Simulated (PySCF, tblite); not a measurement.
# C4H10NSSi radical: geometry, infrared bands and EPR parameters

What infrared bands and EPR parameters should C4H10NSSi radical (`C[SiH](C)CC([NH])=S`) show?

Programs: tblite 0.8.0 and PySCF 2.14.0, with density-fitted response routines of our own. Each step states its level of theory. These are calculated values for one molecule in the gas phase, unless marked as measured. Atoms are numbered from 0 throughout.

## 1. The starting structure

17 atoms, charge 0, multiplicity 2; geometry from: force field or distance geometry start.

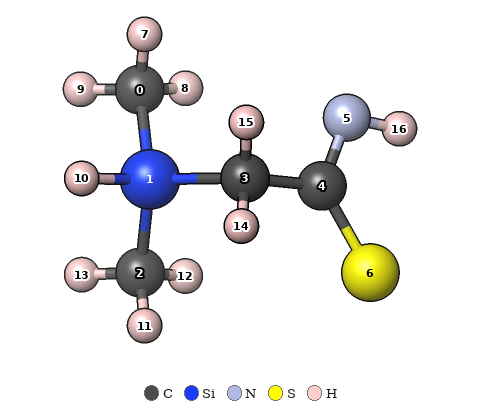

As it starts; carbon dark grey, silicon blue, nitrogen light blue, sulfur yellow, hydrogen pink, atoms numbered.

## 2. Geometry optimisation with GFN2-xTB

Job settings and geometry (Å):

```
{"job": {"kind": "relax", "xc": "GFN2-xTB", "basis": "xTB"}, "charge": 0, "multiplicity": 2}
C     -0.783500     1.858400     0.049800
Si    -0.805600     0.094000     0.608600
C     -1.645200    -1.003000    -0.624900
C      0.918300    -0.531700     1.036500
C      1.888400    -0.679100    -0.102400
N      2.478300     0.459700    -0.444800
S      2.174500    -2.133600    -0.880500
H     -0.299500     2.510400     0.793400
H     -0.253100     1.966600    -0.896800
H     -1.817000     2.226500    -0.091000
H     -1.627700     0.037500     1.860800
H     -1.683000    -2.041700    -0.285300
H     -1.146200    -0.969200    -1.583800
H     -2.682200    -0.672900    -0.789500
H      0.803700    -1.502600     1.544200
H      1.350700     0.132000     1.811300
H      3.122000     0.260700    -1.217100
```

Command:

```
$ OMP_NUM_THREADS=1 python probes_run.py task.json out
```

The driver reads the jobs from task.json and runs them one after another.

The log of the run:

```text
step      E/eV     max force
  0    -584.45813    3.744
  1    -584.70954    1.591
  2    -584.74755    0.658
  3    -584.76435    0.336
  4    -584.78605    0.232
  5    -584.79189    0.208
  6    -584.79645    0.153
  7    -584.80037    0.165
  8    -584.80478    0.183
  9    -584.80795    0.148
 10    -584.80965    0.117
 11    -584.81072    0.098
 12    -584.81185    0.133
 13    -584.81322    0.143
 14    -584.81463    0.110
 15    -584.81573    0.078
 16    -584.81656    0.085
 17    -584.81751    0.111
 18    -584.81885    0.137
 19    -584.82043    0.135
 20    -584.82182    0.109
 21    -584.82293    0.086
 22    -584.82399    0.087
 23    -584.82519    0.094
 24    -584.82671    0.124
 25    -584.82843    0.153
 26    -584.83012    0.123
 27    -584.83171    0.083
 28    -584.83326    0.088
 29    -584.83458    0.095
 30    -584.83534    0.079
 31    -584.83562    0.035
 32    -584.83574    0.023
 33    -584.83583    0.021
 34    -584.83590    0.024
 35    -584.83594    0.018
 36    -584.83599    0.021
 37    -584.83604    0.021
 38    -584.83610    0.029
 39    -584.83615    0.023
 40    -584.83619    0.012
 41    -584.83622    0.013
 42    -584.83625    0.021
 43    -584.83631    0.031
 44    -584.83638    0.030
 45    -584.83643    0.016
 46    -584.83646    0.013
 47    -584.83650    0.016
 48    -584.83656    0.027
 49    -584.83663    0.030
 50    -584.83671    0.021
 51    -584.83676    0.017
 52    -584.83680    0.017
 53    -584.83684    0.015
 54    -584.83688    0.013
 55    -584.83691    0.012
 56    -584.83694    0.015
 57    -584.83696    0.013
 58    -584.83699    0.014
 59    -584.83701    0.011
 60    -584.83702    0.010
 61    -584.83704    0.012
 62    -584.83705    0.011
 63    -584.83708    0.011
 64    -584.83710    0.013
 65    -584.83713    0.015
 66    -584.83719    0.021
 67    -584.83727    0.023
 68    -584.83736    0.021
 69    -584.83742    0.013
 70    -584.83745    0.016
 71    -584.83748    0.017
 72    -584.83753    0.021
 73    -584.83759    0.024
 74    -584.83766    0.022
 75    -584.83773    0.025
 76    -584.83780    0.023
 77    -584.83786    0.018
 78    -584.83789    0.025
 79    -584.83793    0.013
 80    -584.83795    0.012
 81    -584.83798    0.013
 82    -584.83801    0.015
 83    -584.83803    0.009
```

Run time: 0.55 s. Hardware: 1 thread of Arm Neoverse V2, shared host.

Along the way: (not every step is listed)

```tsv
step	energy from step 0 (eV)	largest force (eV/Å)
0	0.0000	3.7442
1	-0.2514	1.5914
2	-0.2894	0.6576
3	-0.3062	0.3359
4	-0.3279	0.2320
5	-0.3338	0.2078
6	-0.3383	0.1533
7	-0.3422	0.1648
8	-0.3467	0.1832
15	-0.3576	0.0779
22	-0.3659	0.0873
29	-0.3764	0.0955
36	-0.3779	0.0209
43	-0.3782	0.0313
50	-0.3786	0.0205
57	-0.3788	0.0130
64	-0.3790	0.0131
71	-0.3794	0.0171
78	-0.3798	0.0249
79	-0.3798	0.0135
80	-0.3798	0.0116
81	-0.3799	0.0134
82	-0.3799	0.0146
83	-0.3799	0.0088
```

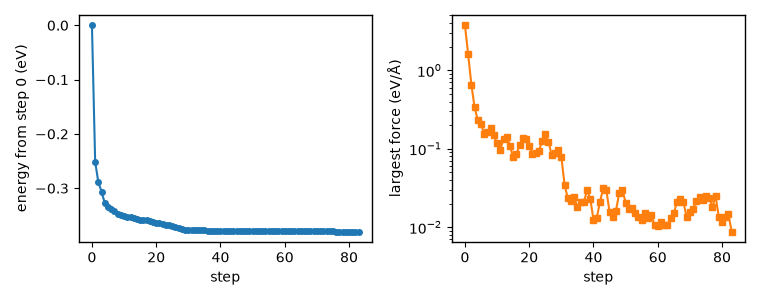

Energy and largest force along the relaxation.

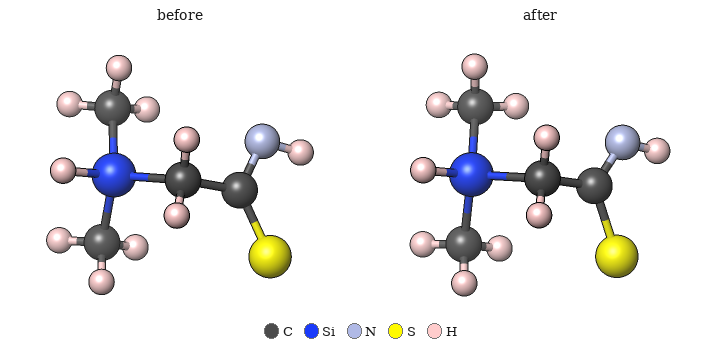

Before and after, at one scale.

Close pairs (by a distance rule), those that changed most:

```tsv
bond	before (Å)	after (Å)	change (Å)
C4–S6	1.674	1.741	+0.067
C4–N5	1.327	1.267	-0.061
Si1–C3	1.883	1.936	+0.052
Si1–C2	1.852	1.900	+0.048
C0–Si1	1.851	1.897	+0.046
C3–C4	1.503	1.466	-0.037
Si1–H10	1.499	1.473	-0.026
C0–H9	1.106	1.086	-0.021
```

The final coordinates are the input of the step that follows.

## 3. Harmonic vibrations with GFN2-xTB

Job settings and geometry (Å):

```
{"job": {"kind": "ir", "xc": "GFN2-xTB", "basis": "xTB"}, "charge": 0, "multiplicity": 2}
C     -0.722597     1.869835     0.044293
Si    -0.853759     0.087325     0.680493
C     -1.618080    -1.060618    -0.626082
C      0.925261    -0.531505     1.125830
C      1.778969    -0.568753    -0.065605
N      2.470959     0.424187    -0.438961
S      1.808334    -2.007454    -1.046243
H     -0.397067     2.544979     0.829733
H     -0.002216     1.944783    -0.765651
H     -1.677940     2.229993    -0.324600
H     -1.611105     0.013171     1.941550
H     -1.634779    -2.093526    -0.289345
H     -1.058110    -1.032465    -1.557472
H     -2.640881    -0.772656    -0.850128
H      0.854411    -1.522921     1.567493
H      1.356730     0.154366     1.852363
H      3.014871     0.333289    -1.289207
```

The log of the run:

```text
mode    cm-1     km/mol
  1      12.5      0.12
  2      60.4      0.02
  3      73.8      0.17
  4     109.0      0.05
  5     116.9      0.28
  6     156.1      2.03
  7     176.2      2.36
  8     230.8     12.63
  9     292.2      3.20
 10     373.0      7.04
 11     495.4      9.65
 12     602.8     19.00
 13     606.7     53.80
 14     642.0    120.00
 15     665.1     28.71
 16     712.2     98.91
 17     756.1      6.17
 18     760.2      5.13
 19     777.9      0.61
 20     801.7      7.63
 21     839.1     99.43
 22     851.1    164.58
 23     858.3    276.32
 24    1012.2    126.37
 25    1085.0    164.31
 26    1171.4     89.69
 27    1203.7    248.71
 28    1371.6     24.49
 29    1374.4     11.24
 30    1439.5      5.36
 31    1470.9      0.31
 32    1476.0      2.44
 33    1477.2      0.74
 34    1481.9      1.97
 35    1608.0    122.23
 36    2181.4    363.75
 37    3007.8     10.64
 38    3014.3     12.00
 39    3030.3     17.93
 40    3037.1     24.71
 41    3038.6     21.41
 42    3043.0      4.44
 43    3047.2     16.08
 44    3048.4     40.28
 45    3383.9      2.09
```

Wall time 0.62 s (1 thread of Arm Neoverse V2, shared host).

The strongest bands and the atoms that carry them (share of the mass-weighted mode):

```tsv
cm⁻¹	km/mol	atoms
642	120.0	H10 28 %, C3 14 %, C2 11 %, C0 11 %
851	164.6	Si1 24 %, H11 14 %, H7 10 %
858	276.3	H9 21 %, H13 19 %, Si1 15 %
1012	126.4	H16 47 %, C3 27 %, C4 12 %
1085	164.3	H14 40 %, H15 24 %, H16 13 %, N5 12 %
1204	248.7	C4 34 %, H16 22 %, H15 18 %
1608	122.2	C4 58 %, N5 36 %
2181	363.8	H10 97 %
```

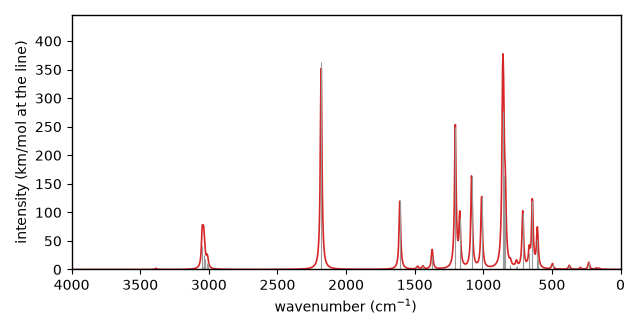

The infrared spectrum from these modes, unscaled. Lines are broadened to a width of 14 cm⁻¹ (Lorentzian).

## 4. g tensor and hyperfine couplings: B3LYP/pcH-1

Settings changed since step 3:

```diff
@@ -1,2 +1,2 @@
-{"job": {"kind": "ir", "xc": "GFN2-xTB", "basis": "xTB"}, "charge": 0, "multiplicity": 2}
+{"job": {"kind": "epr", "basis": "pcH-1"}, "charge": 0, "multiplicity": 2}
 C     -0.722597     1.869835     0.044293
```

Level: UKS B3LYP, pcH-1 on C H N S Si, non-relativistic, mean-field spin-orbit, GIAO.

The log of the run:

```text
UKS, coarse grid
  cycle   1  E = -900.80278363  |g| = 4.71e-01
  cycle   2  E = -900.59862672  |g| = 7.81e-01
  cycle   3  E = -900.84212547  |g| = 3.34e-01
  cycle   4  E = -900.90085930  |g| = 3.16e-02
  cycle   5  E = -900.90132793  |g| = 1.44e-02
  cycle   6  E = -900.90143776  |g| = 6.18e-03
  cycle   7  E = -900.90145438  |g| = 4.82e-03
  cycle   8  E = -900.90146715  |g| = 2.55e-03
  cycle   9  E = -900.90147361  |g| = 9.73e-04
UKS, final grid
  cycle   1  E = -900.90140098  |g| = 2.23e-03
  cycle   2  E = -900.90138067  |g| = 6.82e-03
  cycle   3  E = -900.90140386  |g| = 3.27e-04
  cycle   4  E = -900.90140392  |g| = 2.11e-04
  cycle   5  E = -900.90140400  |g| = 1.04e-04
  cycle   6  E = -900.90140403  |g| = 3.39e-05
  cycle   7  E = -900.90140404  |g| = 3.04e-05
  cycle   8  E = -900.90140406  |g| = 2.52e-05
  cycle   9  E = -900.90140409  |g| = 1.49e-05
  cycle  10  E = -900.90140410  |g| = 7.63e-06
E = -900.90140410 Eh   <S^2> = 0.7536 (exact 0.7500)
g shifts (ppm)      1          2          3
  rmc          -236       -236       -236
  gc              4         66         33
  oz_so       -1497      10864     209457
  total       -1638      10694     209355
hyperfine (MHz)  atom isotope    a_iso     a_fc   dipolar eigenvalues
    0   13C      -0.09      -0.09     -0.25     -0.12      0.36
    1  29Si       1.57       1.57     -0.42      0.01      0.41
    2   13C       0.37       0.37     -0.51     -0.31      0.82
    3   13C      -2.94      -2.94     -1.78     -0.60      2.39
    4   13C     -20.38     -20.38     -6.28     -0.22      6.50
    5   14N       3.48       3.48    -10.97    -10.21     21.17
    6   33S      13.27      13.27    -80.47    -78.00    158.47
    7    1H      -0.05      -0.05     -0.68     -0.54      1.23
    8    1H       0.39       0.39     -1.28     -0.87      2.15
    9    1H      -0.05      -0.05     -0.51     -0.43      0.94
   10    1H      -0.39      -0.39     -0.67     -0.51      1.17
   11    1H       1.06       1.06     -1.81     -1.40      3.21
   12    1H       0.72       0.72     -2.19     -1.72      3.92
   13    1H       1.24       1.24     -0.77     -0.67      1.43
   14    1H       7.84       7.84     -3.64     -1.36      5.00
   15    1H       9.41       9.41     -2.02     -0.65      2.67
   16    1H      24.96      24.96    -14.86     -4.08     18.94
```

Wall time 99 s (1 thread of Arm Neoverse V2, shared host); peak memory 0.98 GiB.

Principal g values 2.00068, 2.01301, 2.21167; g(iso) = 2.07512, against 2.00232 for a free electron. They are not to be trusted: the run shows nearly degenerate orbitals, where second-order g theory doesn't apply.

Mean a(iso) over the nuclei that a row names, and the largest dipolar term of the row (other rows stand at the frozen geometry):

```tsv
nuclei	isotope	a(iso) (MHz)	a(iso) (G, at g = 2.0023)	largest dipolar term (MHz)
H16	1H	25.0	8.9	18.9
C4	13C	-20.4	-7.3	6.5
S6	33S	13.3	4.7	158.5
H14, H15	1H	8.6	3.1	5.0
N5	14N	3.5	1.2	21.2
C3	13C	-2.9	-1.1	2.4
Si1	29Si	1.6	0.6	-0.4
H7, H8, H9, H11, H12, H13	1H	0.6	0.2	3.9
H10	1H	-0.4	-0.1	1.2
C0, C2	13C	0.1	0.1	0.8
```

Mulliken spin populations:

C0 0.00; Si1 0.00; C2 0.00; C3 0.00; C4 -0.05; N5 0.19; S6 0.85; H7 0.00; H8 0.00; H9 0.00; H10 0.00; H11 0.00; H12 0.00; H13 0.00; H14 0.00; H15 0.00; H16 0.00

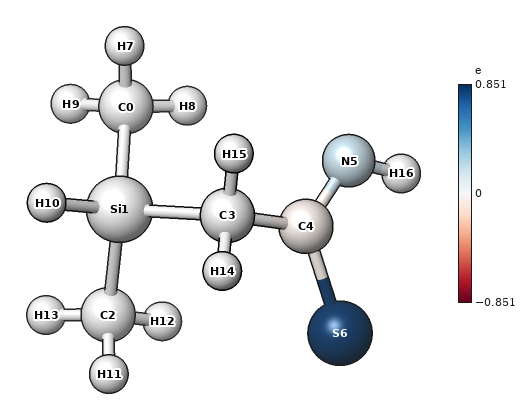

Mulliken spin populations, as colours on the atoms.

Orbitals, density, ELF and potential are computed afterwards from the orbital file.

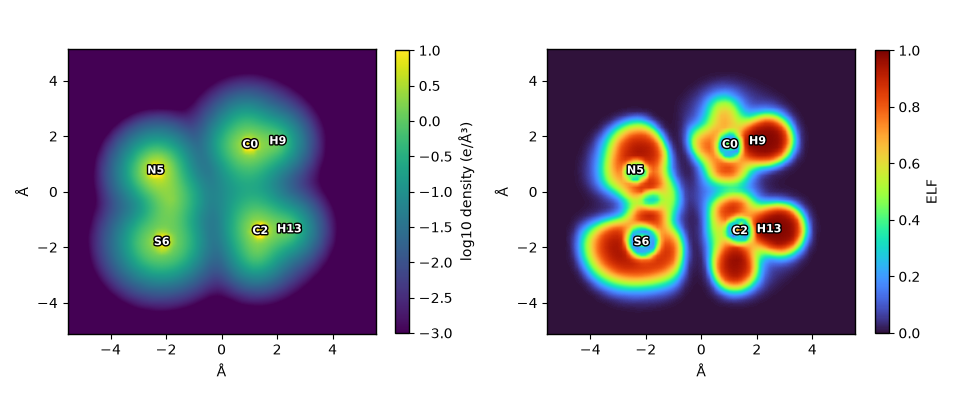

Density (left) and ELF (right) in a plane through or near 6 of the atoms.

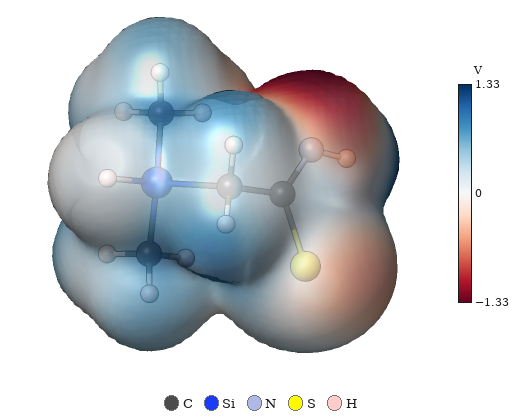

The potential that a unit positive charge feels on the 0.002 e/bohr³ surface, from -1.32 V near N5 to 1.33 V near H16.

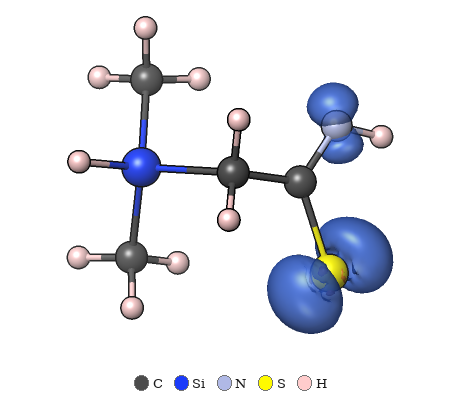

Spin density at ±0.09 e/Å³ (alpha excess blue, beta excess red).

## 5. Results

```
                                                                  quantity                                            value
                                 strongest single infrared mode (GFN2-xTB)                            2181 cm⁻¹, 364 km/mol
                                              zero-point energy (GFN2-xTB)                                    81.4 kcal/mol
                                                            g(iso) (B3LYP)                                          2.07512
                                                                      ⟨S²⟩                               0.754 (exact 0.75)
                                        largest a(iso) (averaged by class)                              1H on H16, 25.0 MHz
potential on the surface of density 0.002 e/bohr³, 1st and 99th percentile                               -1.32 V and 1.33 V
                                             property runs in this session  1, of which 0 failed and 1 gave unsound results
```

What this shows: The optimisation took 83 steps and gained 0.380 eV; among the close pairs (by a distance rule), C4–S6 changed most, from 1.674 to 1.741 Å. No mode is imaginary among the 45: a minimum at this level. The strongest single mode, at 2181 cm⁻¹, moves mainly H10. Unscaled tight-binding wavenumbers are off by several per cent, some by more. Its intensities can rank the bands wrongly. S6 carries the largest spin population, 0.85 e. The isotropic g lies 72.8 ppt above the free-electron value. These values are not to be trusted: the run shows nearly degenerate orbitals, where second-order g theory doesn't apply. These values are for one conformer; the search (at its own cheap level) found 2 more, at 0.68, 3.84 kcal/mol, and measured spectra average over such forms.
